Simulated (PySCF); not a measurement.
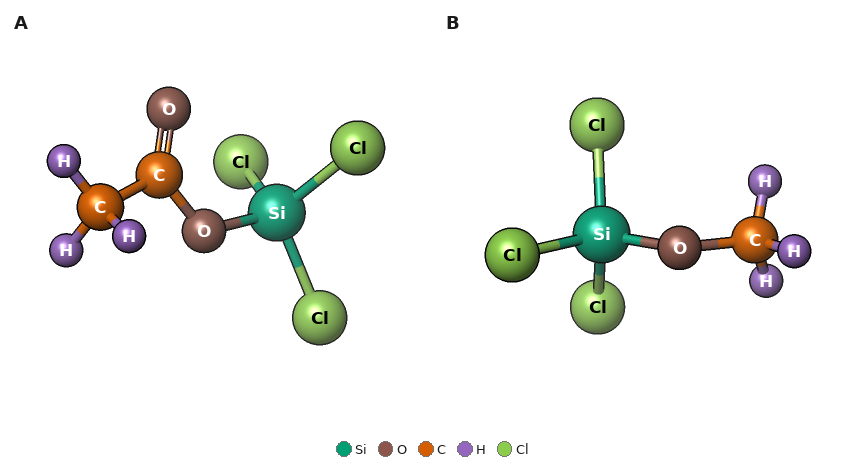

Two related species, optimised with PBE0-D3(BJ)/def2-SVP; properties computed with PySCF 2.14.0. Both: charge 0, singlet.

What are A and B?

A is Si(OAc)Cl3 (CC(=O)O[Si](Cl)(Cl)Cl), B is Si(OMe)Cl3 (CO[Si](Cl)(Cl)Cl).

Compare them. With PBE0/pcSseg-1: dipole moment (D), HOMO–LUMO gap (eV), HOMO energy (Kohn–Sham orbital) (eV), shielding of Si (ppm), Hirshfeld charge of Si (e), IAO charge of Si (e). With B3LYP/def2-SVPD: lowest vertical singlet excitation (eV), mean static polarisability (bohr³). With PBE0-D3(BJ)/def2-SVP: mean Si–Cl length (Å), mean Si–O length (Å).

```csv
quantity,A,B
dipole moment (D),2.59,2.15
HOMO–LUMO gap (eV),8.09,9.02
HOMO energy (Kohn–Sham orbital) (eV),−8.72,−9.17
shielding of Si (ppm),358.0,362.2
Hirshfeld charge of Si (e),0.41,0.41
IAO charge of Si (e),1.21,1.22
lowest vertical singlet excitation (eV),5.66,7.11
mean static polarisability (bohr³),93.1,80.0
mean Si–Cl length (Å),2.030,2.039
mean Si–O length (Å),1.673,1.628
```

Each is one conformer, and no frequency run is at hand to confirm it as a minimum.
